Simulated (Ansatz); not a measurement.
# Ba2C (model cell, started as cuprite): a soft mode frozen in, part 2 of 3

Aim: this structure of Ba2C (model cell, started as cuprite) is to be tested for unstable modes, and one is followed downhill.

Ansatz 0.2.0; DFT PBEsol, scalar-relativistic, plane waves, PAW.

So far, highest frequency on the path or at a solved wavevector (cm⁻¹): step 2 (the dispersion) 233. Also lowest frequency on the path (cm⁻¹): step 2 -132.

The structure was built from a prototype and need not be the compound's stable phase.

## Step 5: Energy along the mode, all amplitudes (two of the runs are shown above)

An imaginary frequency means negative curvature, so the energy should fall and then rise again as anharmonic terms take over.

Numbers from this step:

```
depth at the lowest point sampled  : 11.78 meV/atom
largest atomic shift at that point : 0.32 Å
```

The energy from the parent by largest atomic shift:

| largest atomic shift (Å) | energy from the parent (meV/atom) |
| --- | --- |
| 0.000 | 0 |
| 0.040 | -0.319 |
| 0.080 | -1.27 |
| 0.140 | -3.80 |
| 0.220 | -8.35 |
| 0.320 | -11.8 |
| 0.450 | -4.95 |
| 0.600 | 19.8 |

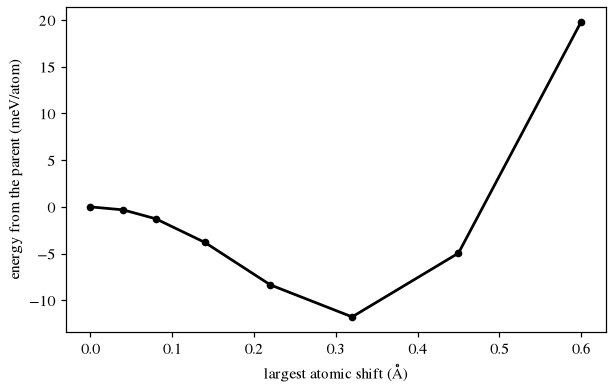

Energy from the parent against largest atomic shift.

Displacement at unit largest shift by atom:

| atom | x (Å) | y (Å) | z (Å) | size |
| --- | --- | --- | --- | --- |
| C1 | -1.00 | 0.00 | 0.00 | 1.00 |
| C2 | 1.00 | 0.00 | 0.00 | 1.00 |
| C3 | 0.00 | 1.00 | 0.00 | 1.00 |
| C4 | 0.00 | -1.00 | 0.00 | 1.00 |
| Ba5 | 0.09 | -0.09 | 0.00 | 0.13 |
| Ba6 | -0.09 | 0.09 | 0.00 | 0.13 |
| Ba7 | 0.09 | -0.09 | 0.00 | 0.13 |
| Ba8 | -0.09 | 0.09 | 0.00 | 0.13 |
| Ba9 | -0.09 | -0.09 | 0.00 | 0.13 |
| Ba10 | 0.09 | 0.09 | 0.00 | 0.13 |
| Ba11 | -0.09 | -0.09 | 0.00 | 0.13 |
| Ba12 | 0.09 | 0.09 | 0.00 | 0.13 |

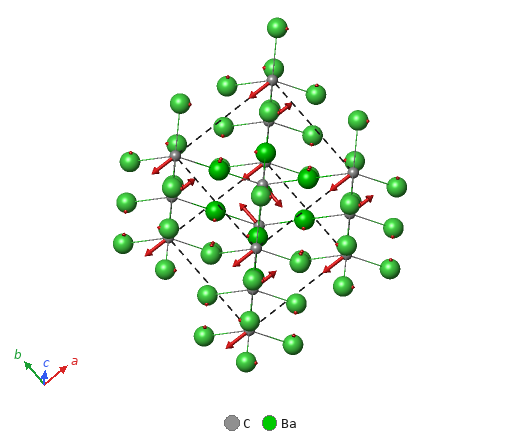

Displacement at unit largest shift as arrows, the longest 1 Å. Some periodic images of atoms are drawn too.

The lowest of the steps tried is at 0.32 Å, 11.8 meV/atom below the parent; the bottom of the well need not coincide with a step.

## Step 6: Relaxation from the frozen mode

Starting from the lowest point found, all atoms and the cell are let go, so that strain and other modes of the same symmetry can join in.

input.yaml

```yaml
crystal:
  lattice:
    - [6.1820686643, 0.0, 0.0]
    - [0.0, 6.1820686643, 0.0]
    - [0.0, 0.0, 12.3641373286]
  atoms:
    - { symbol: C, position: [-0.0517626085, 0.0, 0.0] }
    - { symbol: C, position: [0.0517626085, 0.0, 0.5] }
    - { symbol: C, position: [0.5, 0.5517626085, 0.25] }
    - { symbol: C, position: [0.5, 0.4482373915, 0.75] }
    - { symbol: Ba, position: [0.2546597854, 0.2453402146, 0.125] }
    - { symbol: Ba, position: [0.2453402146, 0.2546597854, 0.625] }
    - { symbol: Ba, position: [0.7546597854, 0.7453402146, 0.125] }
    - { symbol: Ba, position: [0.7453402146, 0.7546597854, 0.625] }
    - { symbol: Ba, position: [0.7453402146, 0.2453402146, 0.375] }
    - { symbol: Ba, position: [0.7546597854, 0.2546597854, 0.875] }
    - { symbol: Ba, position: [0.2453402146, 0.7453402146, 0.375] }
    - { symbol: Ba, position: [0.2546597854, 0.7546597854, 0.875] }
kpoints:
  mp_grid: { grid: [6, 6, 4] }
hamiltonian:
  xc: pbesol
scf:
  occupations: { method: methfessel_paxton, width: 0.2 }
output:
  forces: true
  stress: true
  eigenvalues: true
relax:
  adjacent_minimum: "off"
  f_tol: 0.002
  max_steps: 120
  cell: { stress_tol: 0.03 }
```

Run with:

```sh
$ ansatz run input.yaml --threads 8 --pin off --max-ram 14336MiB --backend cpu --events-out ev --progress --plain --runs-dir out
```

Numbers of over 12 decimals in the logs are rounded to 6 here.

The log of the run:

```text
[...]
Crystal: 12 atoms, lattice volume = 472.532 Å³
Basis set: ecut = 420 eV, 9261 PW (Γ), exchange–correlation on 90×90×180 points (8 copies of the dense FFT grid, shifted against one another)
Bands: 60, of which v1, the nominal top of the filled ones, is band 48 counted from 1 (47 counted from 0)
Symmetry: 8 space group operations
[...]
k-points: 30 of 144 (time reversal used)
[...]
SCF iter   1: F=—  HF=-47876.077078 eV  |F-HF|=—  |Δ(HF+E_count)|=         —  Δρ=5.70e-3  dr2=1.96e-1  ethr=1.77e-3  ⟨swp⟩=11.4  Hψ=10161  notcnv=0
[...]
SCF iter   8: F=-47876.038615 eV  HF=-47876.038615 eV  |F-HF|=1.58e-9  |Δ(HF+E_count)|=   2.26e-8  S|Δr|=    0.00e0  Δρ=7.65e-7  dr2=7.56e-9  ethr=1.04e-10  ⟨swp⟩=11.6  Hψ=8759  notcnv=0
SCF 1 converged in 8 iterations: F = -47876.038615 eV  dr2 = 7.56e-9
[...]
relax step   1: F+E_penalty+E_count = -47876.03861468 eV  Δ(F+E_penalty+E_count) = +0.000e0 eV  max|allowed force component| = 2.910e-1 eV/Å  Δτ_max = 0.0000 Å  P = -0.307 GPa  Ω = 472.532 Å³  (8 SCF iters, dr2 threshold 1.00e-7 eV, accepted)
Crystal: 12 atoms, lattice volume = 464.663 Å³
Basis set: ecut = 420 eV, 9061 PW (Γ), exchange–correlation on 90×90×180 points (8 copies of the dense FFT grid, shifted against one another)
[...]
SCF iter   7: F=-47876.301144 eV  HF=-47876.301144 eV  |F-HF|=9.53e-10  |Δ(HF+E_count)|=   7.81e-7  S|Δr|=    0.00e0  Δρ=3.96e-6  dr2=1.77e-7  ethr=1.25e-9  ⟨swp⟩=10.4  Hψ=9438  notcnv=0
SCF 2 converged in 7 iterations: F = -47876.301144 eV  dr2 = 1.77e-7
relax step   2: F+E_penalty+E_count = -47876.30114438 eV  Δ(F+E_penalty+E_count) = -2.625e-1 eV  max|allowed force component| = 2.006e-1 eV/Å  Δτ_max = 0.1951 Å  P = -0.411 GPa  Ω = 464.663 Å³  energy of the carried Pulay correction = +2.025e-3 eV  (7 SCF iters, dr2 threshold 1.20e-6 eV, accepted)
Crystal: 12 atoms, lattice volume = 451.000 Å³
Basis set: ecut = 420 eV, 8789 PW (Γ), exchange–correlation on 90×90×180 points (8 copies of the dense FFT grid, shifted against one another)
[...]
SCF iter   6: F=-47876.631990 eV  HF=-47876.631989 eV  |F-HF|=3.85e-7  |Δ(HF+E_count)|=   8.98e-6  S|Δr|=    0.00e0  Δρ=1.21e-5  dr2=1.04e-6  ethr=1.25e-9  ⟨swp⟩=9.0  Hψ=11413  notcnv=0
SCF 3 converged in 6 iterations: F = -47876.631990 eV  dr2 = 1.04e-6
relax step   3: F+E_penalty+E_count = -47876.63198974 eV  Δ(F+E_penalty+E_count) = -3.308e-1 eV  max|allowed force component| = 2.169e-1 eV/Å  Δτ_max = 0.1939 Å  P = -0.438 GPa  Ω = 451.000 Å³  energy of the carried Pulay correction = +5.622e-3 eV  (6 SCF iters, dr2 threshold 1.20e-6 eV, accepted)
[... from here on, the SCF cycles and remarks between the steps are left out ...]
relax step   4: F+E_penalty+E_count = -47877.03560527 eV  Δ(F+E_penalty+E_count) = -4.036e-1 eV  max|allowed force component| = 1.722e-1 eV/Å  Δτ_max = 0.1980 Å  P = -0.436 GPa  Ω = 436.755 Å³  energy of the carried Pulay correction = +9.488e-3 eV  (7 SCF iters, dr2 threshold 1.20e-6 eV, accepted)
relax step   5: F+E_penalty+E_count = -47877.51373656 eV  Δ(F+E_penalty+E_count) = -4.781e-1 eV  max|allowed force component| = 1.498e-1 eV/Å  Δτ_max = 0.1951 Å  P = -0.510 GPa  Ω = 419.659 Å³  energy of the carried Pulay correction = +1.429e-2 eV  (8 SCF iters, dr2 threshold 1.20e-6 eV, accepted)
relax step   6: F+E_penalty+E_count = -47878.09036093 eV  Δ(F+E_penalty+E_count) = -5.766e-1 eV  max|allowed force component| = 1.198e-1 eV/Å  Δτ_max = 0.1952 Å  P = -0.305 GPa  Ω = 395.673 Å³  energy of the carried Pulay correction = +2.135e-2 eV  (7 SCF iters, dr2 threshold 1.20e-6 eV, accepted)
relax step   7: F+E_penalty+E_count = -47878.51567596 eV  Δ(F+E_penalty+E_count) = -4.253e-1 eV  max|allowed force component| = 2.822e-1 eV/Å  Δτ_max = 0.1950 Å  P = -0.014 GPa  Ω = 371.357 Å³  energy of the carried Pulay correction = +2.892e-2 eV  (7 SCF iters, dr2 threshold 1.20e-6 eV, accepted)
relax step   8: F+E_penalty+E_count = -47878.95957014 eV  Δ(F+E_penalty+E_count) = -4.439e-1 eV  max|allowed force component| = 4.177e-1 eV/Å  Δτ_max = 0.1947 Å  P = -0.146 GPa  Ω = 356.336 Å³  energy of the carried Pulay correction = +3.382e-2 eV  (7 SCF iters, dr2 threshold 1.20e-6 eV, accepted)
relax step   9: F+E_penalty+E_count = -47879.50503091 eV  Δ(F+E_penalty+E_count) = -5.455e-1 eV  max|allowed force component| = 3.257e-1 eV/Å  Δτ_max = 0.1946 Å  P = -0.352 GPa  Ω = 343.577 Å³  energy of the carried Pulay correction = +3.812e-2 eV  (7 SCF iters, dr2 threshold 1.20e-6 eV, accepted)
relax step  10: F+E_penalty+E_count = -47880.00337705 eV  Δ(F+E_penalty+E_count) = -4.983e-1 eV  max|allowed force component| = 2.278e-1 eV/Å  Δτ_max = 0.1952 Å  P = -0.155 GPa  Ω = 335.165 Å³  energy of the carried Pulay correction = +4.103e-2 eV  (8 SCF iters, dr2 threshold 1.20e-6 eV, accepted)
relax step  11: F+E_penalty+E_count = -47880.11830563 eV  Δ(F+E_penalty+E_count) = -1.149e-1 eV  max|allowed force component| = 2.807e-1 eV/Å  Δτ_max = 0.1908 Å  P = +1.032 GPa  Ω = 323.277 Å³  energy of the carried Pulay correction = +4.525e-2 eV  (7 SCF iters, dr2 threshold 1.20e-6 eV, accepted)
relax step  12: F+E_penalty+E_count = -47880.24340823 eV  Δ(F+E_penalty+E_count) = -1.251e-1 eV  max|allowed force component| = 9.694e-2 eV/Å  Δτ_max = 0.2000 Å  P = +0.179 GPa  Ω = 327.003 Å³  energy of the carried Pulay correction = +4.391e-2 eV  (7 SCF iters, dr2 threshold 1.20e-6 eV, accepted)
relax step  13: F+E_penalty+E_count = -47880.30285358 eV  Δ(F+E_penalty+E_count) = -5.945e-2 eV  max|allowed force component| = 4.235e-2 eV/Å  Δτ_max = 0.2000 Å  P = +0.149 GPa  Ω = 325.182 Å³  energy of the carried Pulay correction = +4.457e-2 eV  (7 SCF iters, dr2 threshold 5.87e-7 eV, accepted)
relax step  14: F+E_penalty+E_count = -47880.33035254 eV  Δ(F+E_penalty+E_count) = -2.750e-2 eV  max|allowed force component| = 1.677e-2 eV/Å  Δτ_max = 0.1927 Å  P = -0.041 GPa  Ω = 325.982 Å³  energy of the carried Pulay correction = +4.428e-2 eV  (8 SCF iters, dr2 threshold 1.12e-7 eV, accepted)
relax step  15: F+E_penalty+E_count = -47880.33483897 eV  Δ(F+E_penalty+E_count) = -4.486e-3 eV  max|allowed force component| = 1.070e-2 eV/Å  Δτ_max = 0.1071 Å  P = +0.058 GPa  Ω = 325.021 Å³  energy of the carried Pulay correction = +4.462e-2 eV  (7 SCF iters, dr2 threshold 2.05e-7 eV, accepted)
relax step  16: F+E_penalty+E_count = -47880.33552682 eV  Δ(F+E_penalty+E_count) = -6.879e-4 eV  max|allowed force component| = 6.968e-4 eV/Å  Δτ_max = 0.0284 Å  P = -0.017 GPa  Ω = 325.632 Å³  energy of the carried Pulay correction = +4.440e-2 eV  (7 SCF iters, dr2 threshold 5.27e-8 eV, accepted)
relax step  17: F+E_penalty+E_count = -47880.33558537 eV  Δ(F+E_penalty+E_count) = -5.854e-5 eV  max|allowed force component| = 4.896e-4 eV/Å  Δτ_max = 0.0036 Å  P = -0.002 GPa  Ω = 325.507 Å³  energy of the carried Pulay correction = +4.445e-2 eV  (8 SCF iters, accepted)
relax step  18: F+E_penalty+E_count = -47880.33757767 eV  Δ(F+E_penalty+E_count) = -1.992e-3 eV  max|allowed force component| = 4.891e-4 eV/Å  Δτ_max = 0.0000 Å  P = +0.001 GPa  Ω = 325.507 Å³  stress off target by 9.91e-2 GPa  SCF on the basis re-selected at this cell (its energy is not comparable with the rows above)  (6 SCF iters)
relax step  19: F+E_penalty+E_count = -47880.33769621 eV  Δ(F+E_penalty+E_count) = -1.185e-4 eV  max|allowed force component| = 5.242e-3 eV/Å  Δτ_max = 0.0069 Å  P = +0.005 GPa  Ω = 325.475 Å³  energy of the carried Pulay correction = +1.304e-5 eV  (5 SCF iters, dr2 threshold 2.45e-8 eV, accepted)
relax step  20: F+E_penalty+E_count = -47880.33773857 eV  Δ(F+E_penalty+E_count) = -4.236e-5 eV  max|allowed force component| = 3.881e-4 eV/Å  Δτ_max = 0.0039 Å  P = -0.000 GPa  Ω = 325.515 Å³  energy of the carried Pulay correction = -2.873e-6 eV  (5 SCF iters, dr2 threshold 1.72e-9 eV, accepted)
relax step  21: F+E_penalty+E_count = -47880.33774176 eV  Δ(F+E_penalty+E_count) = -3.188e-6 eV  max|allowed force component| = 1.087e-4 eV/Å  Δτ_max = 0.0026 Å  P = -0.000 GPa  Ω = 325.515 Å³  energy of the carried Pulay correction = -2.808e-6 eV  (7 SCF iters, accepted)
[...]
SCF iter   3: F=-47880.337761 eV  HF=-47880.337761 eV  |F-HF|=2.33e-10  |Δ(HF+E_count)|=   1.48e-9  S|Δr|=    0.00e0  Δρ=2.79e-7  dr2=2.40e-11  ethr=1.00e-12  ⟨swp⟩=5.3  Hψ=7285  notcnv=0
SCF 22 converged in 3 iterations: F = -47880.337761 eV  dr2 = 2.40e-11
relax step  22: F+E_penalty+E_count = -47880.33776093 eV  Δ(F+E_penalty+E_count) = -1.917e-5 eV  max|allowed force component| = 1.087e-4 eV/Å  Δτ_max = 0.0000 Å  P = -0.000 GPa  Ω = 325.515 Å³  stress off target by 1.21e-3 GPa  SCF on the basis re-selected at this cell (its energy is not comparable with the rows above)  (3 SCF iters)
[...]
SCF converged after 3 iterations
[...]
Free energy (F): -47880.337761 eV
[...]
Internal energy: -47880.355149 eV  (E = F + TS)
E sigma→0 (E₀):  -47880.342108 eV
Entropy (-TS):   0.017388 eV (1.449 meV/atom)
Fermi energy:    10.145099 eV
[...]
--- Forces (eV/Å), atoms counted from 1 ---
  atom   1  C      0.00004996    -0.00000000    -0.00000000
  atom   2  C     -0.00004996     0.00000000     0.00000000
  atom   3  C      0.00000000    -0.00004996     0.00000000
  atom   4  C     -0.00000000     0.00004996     0.00000000
  atom   5  Ba    -0.00010869     0.00010869     0.00000000
  atom   6  Ba    -0.00009354     0.00009354    -0.00000000
  atom   7  Ba     0.00009354    -0.00009354    -0.00000000
  atom   8  Ba     0.00010869    -0.00010869     0.00000000
  atom   9  Ba     0.00010869     0.00010869    -0.00000000
  atom  10  Ba     0.00009354     0.00009354     0.00000000
  atom  11  Ba    -0.00009354    -0.00009354     0.00000000
  atom  12  Ba    -0.00010869    -0.00010869    -0.00000000
  max |Σ_I F_I| component: 4.61e-19 eV/Å
--- Stress (GPa, compression-positive) ---
       -0.000793      -0.000000       0.000000
       -0.000000      -0.000793       0.000000
        0.000000       0.000000       0.001213
  P = ⅓ Tr σ = -0.0001 GPa (-0.001 kbar)
--- Band table (eV; the first three rows and the last of 30) ---
  k-point 0: bands = [... 44 lower, 9.1388, 9.1388, 9.9590, 10.2337, 10.2337, 10.2928, 10.3478, 10.3478, ... 8 higher]
  k-point 1: bands = [... 44 lower, 9.5707, 9.5707, 10.1484, 10.1602, 10.1602, 10.3765, 10.4441, 10.5075, ... 8 higher]
  k-point 2: bands = [... 44 lower, 9.9337, 9.9337, 9.9337, 9.9337, 10.4610, 10.4610, 10.5788, 10.5788, ... 8 higher]
  k-point 29: bands = [... 44 lower, 9.9947, 9.9947, 9.9947, 9.9947, 10.7150, 10.7150, 10.7150, 10.7150, ... 8 higher]
--- Relaxed structure (20 steps of the walk, 20 accepted, 2 SCFs on fresh bases) ---
  F+E_penalty+E_count = -47880.33776093 eV   max|allowed force component| = 1.087e-4 eV/Å   (the final SCF, on the basis selected at the relaxed cell)
  cell:  # Å, volume = 325.5149 Å³
    - [4.864594, 0, 0.0]
    - [0, 4.864594, 0]
    - [0.0, 0, 13.755544]
  atoms:
    - { symbol: C, position: [-7.795112386713174e-6, -3.6829493262792265e-19, 0] }
    - { symbol: C, position: [7.79511238671205e-6, -3.6829493262792255e-19, 0.500000] }
    - { symbol: C, position: [0.500000, 0.500008, 0.250000] }
    - { symbol: C, position: [0.500000, 0.499992, 0.750000] }
    - { symbol: Ba, position: [0.500006, -5.550431837925141e-6, 0.125000] }
    - { symbol: Ba, position: [7.3578733431575065e-6, 0.499993, 0.625000] }
    - { symbol: Ba, position: [0.999993, 0.500007, 0.125000] }
    - { symbol: Ba, position: [0.499994, 1.000006, 0.625000] }
    - { symbol: Ba, position: [0.499994, -5.550431837939767e-6, 0.375000] }
    - { symbol: Ba, position: [0.999993, 0.499993, 0.875000] }
    - { symbol: Ba, position: [7.35787334315712e-6, 0.500007, 0.375000] }
    - { symbol: Ba, position: [0.500006, 1.000006, 0.875000] }
```

Wall time 3.9 min (8 threads of Arm Neoverse V2, shared host); peak memory 1.9 GiB; 30 min of CPU time.

Step by step:

| step | energy less that of the first step (eV) | largest force component (eV/Å) | pressure (GPa) | volume (Å³) |
| --- | --- | --- | --- | --- |
| 1 | 0.0000 | 0.2910 | -0.31 | 472.53 |
| 2 | -0.2625 | 0.2006 | -0.41 | 464.66 |
| 3 | -0.5934 | 0.2169 | -0.44 | 451.00 |
| 4 | -0.9970 | 0.1722 | -0.44 | 436.75 |
| 5 | -1.4751 | 0.1498 | -0.51 | 419.66 |
| 6 | -2.0517 | 0.1198 | -0.30 | 395.67 |
| 7 | -2.4771 | 0.2822 | -0.01 | 371.36 |
| 8 | -2.9210 | 0.4177 | -0.15 | 356.34 |
| 9 | -3.4664 | 0.3257 | -0.35 | 343.58 |
| 10 | -3.9648 | 0.2278 | -0.15 | 335.16 |
| 11 | -4.0797 | 0.2807 | 1.03 | 323.28 |
| 12 | -4.2048 | 0.0969 | 0.18 | 327.00 |
| 13 | -4.2642 | 0.0423 | 0.15 | 325.18 |
| 14 | -4.2917 | 0.0168 | -0.04 | 325.98 |
| 15 | -4.2962 | 0.0107 | 0.06 | 325.02 |
| 16 | -4.2969 | 0.0007 | -0.02 | 325.63 |
| 17 | -4.2970 | 0.0005 | 0.00 | 325.51 |
| 18* | -4.2990 | 0.0005 | 0.00 | 325.51 |
| 19 | -4.2991 | 0.0052 | 0.00 | 325.48 |
| 20 | -4.2991 | 0.0004 | 0.00 | 325.52 |
| 21 | -4.2991 | 0.0001 | 0.00 | 325.51 |
| 22* | -4.2991 | 0.0001 | 0.00 | 325.51 |

Relaxation steps marked * repeat the geometry before them on a plane-wave basis chosen anew for their cell, so energy and pressure can jump there.

The run keeps the 8 symmetry operations that it works with, so distortions that break them were not tested.

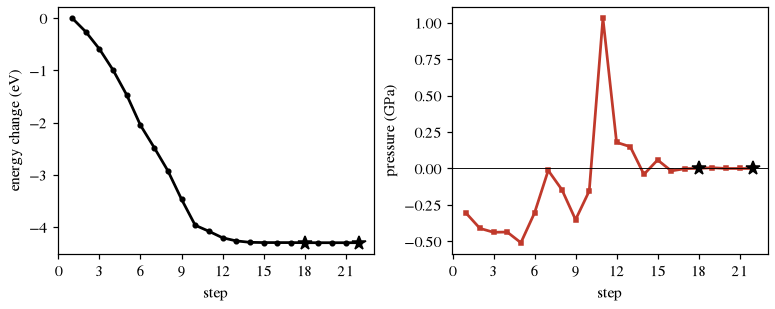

Energy and pressure along the relaxation. Stars mark steps on a basis chosen anew.

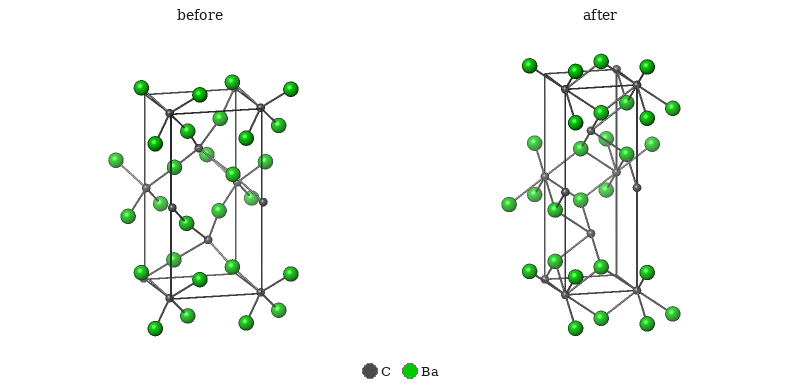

The structure before and after the relaxation, drawn at the same scale.

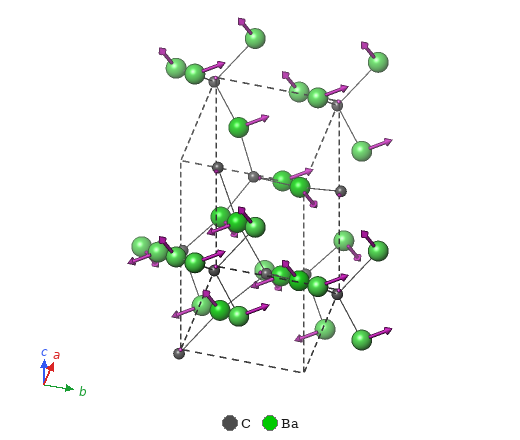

Displacements in the relaxation, scaled, measured against the changing cell; the longest in the cell stands for 1.69 Å. Some periodic images of atoms are drawn too.

| cell as run | before | after | change |
| --- | --- | --- | --- |
| a (Å) | 6.182 | 4.865 | -21.3 % |
| b (Å) | 6.182 | 4.865 | -21.3 % |
| c (Å) | 12.364 | 13.756 | +11.3 % |
| volume (Å³/atom) | 39.38 | 27.13 | -31.1 % |

The atoms that moved most (Å, as changes of fractional coordinates times the final cell):

| atom | dx | dy | dz | length |
| --- | --- | --- | --- | --- |
| Ba12 | 1.194 | 1.194 | 0.000 | 1.688 |
| Ba8 | -1.194 | 1.194 | 0.000 | 1.688 |
| Ba5 | 1.194 | -1.194 | 0.000 | 1.688 |
| Ba9 | -1.194 | -1.194 | 0.000 | 1.688 |
| Ba7 | 1.193 | -1.193 | 0.000 | 1.688 |
| Ba11 | -1.193 | -1.193 | 0.000 | 1.688 |
| Ba10 | 1.193 | 1.193 | 0.000 | 1.688 |
| Ba6 | -1.193 | 1.193 | 0.000 | 1.688 |

Final coordinates:

```xyz
12
Lattice="4.8646 0.0000 0.0000 0.0000 4.8646 0.0000 0.0000 0.0000 13.7555" Properties=species:S:1:pos:R:3 pbc="T T T"
C     0.0000    0.0000    0.0000
C     0.0000    0.0000    6.8778
C     2.4323    2.4323    3.4389
C     2.4323    2.4323   10.3167
Ba    2.4323    0.0000    1.7194
Ba    0.0000    2.4323    8.5972
Ba    4.8646    2.4323    1.7194
Ba    2.4323    4.8646    8.5972
Ba    2.4323    0.0000    5.1583
Ba    4.8646    2.4323   12.0361
Ba    0.0000    2.4323    5.1583
Ba    2.4323    4.8646   12.0361
```

This step gave:

```
pressure        : -1.24e-4 GPa
volume per atom : 27.13 Å³
```

The distorted start has space group P4_322; the relaxation ends in Fm-3m.

[end of part 2 of 3]

[Logs are printed without paths, hosts, clocks, repeated set-up lines and the standing remarks that a program may print on its own settings, such as how far it seeks lower states.]

[Hosts, paths, dates, database ids (printed as entryN), source tags and the programs' standing remarks are cut or masked in the printed files.]
